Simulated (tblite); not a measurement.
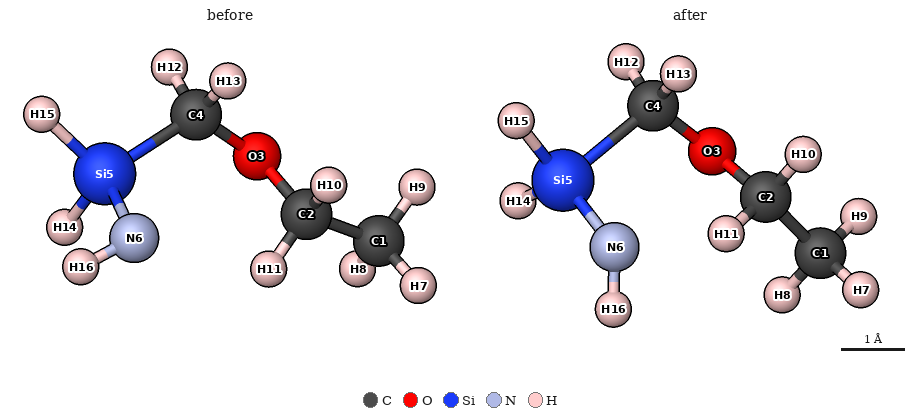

The structure of C3H10NOSi (multiplicity 2) before (left) and after (right) a relaxation, at one scale.

A ball-and-stick model, seen at a tilt.

These are results of GFN2-xTB geometry optimisation, gas phase in tblite, not measurements. 

Q: Summarise the run.

A: After 114 geometry steps the energy has fallen by 0.858 eV. H16 moves most after the best rigid fit: 1.65 Å. Largest moves by element: H 1.65 Å, N 0.61 Å, C 0.40 Å, O 0.16 Å, Si 0.13 Å. Near-neighbour distances that change, for instance: Si5–N6 1.774 → 1.656 Å, C4–Si5 1.883 → 1.988 Å, O3–C4 1.440 → 1.376 Å, C2–O3 1.444 → 1.402 Å. Among the angles between lasting bonds that change: Si5–N6–H16 105.7° → 123.7°, N6–Si5–H14 107.8° → 125.6°, O3–C4–Si5 120.5° → 110.0°. Groups turn about Si5–N6 by about 60°. The run took 0.56 s on 1 thread of Arm Neoverse V2 (shared host).
